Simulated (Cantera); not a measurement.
Charge: 1 mol toluene, 5.1 mol H₂O, held at 0.100 bar.

These are equilibrium values from Cantera (NASA tables, ideal gas, pure condensed phases), not measurements of a reactor. Candidate condensed phases: C, C₆H₆, C₇H₈, C₈H₁₈, H₂O; 131 gas species. Ions and electrons are included (thermal ionisation). The numbers say what is thermodynamically allowed, not how fast it happens.

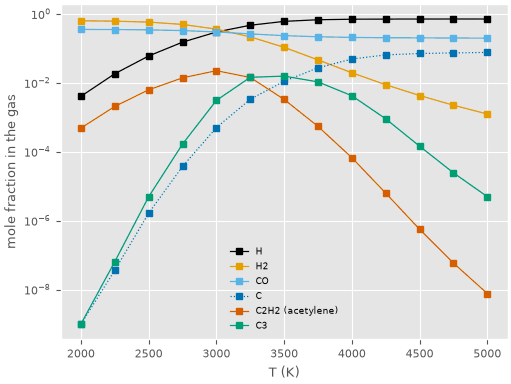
Figure: Equilibrium gas composition (values under 1e-9 drawn at 1e-9)

From 2000 K to 3000 K the condensed part is C(graphite). From 3250 K to 5000 K nothing is condensed. The main C-bearing gas is CO throughout.
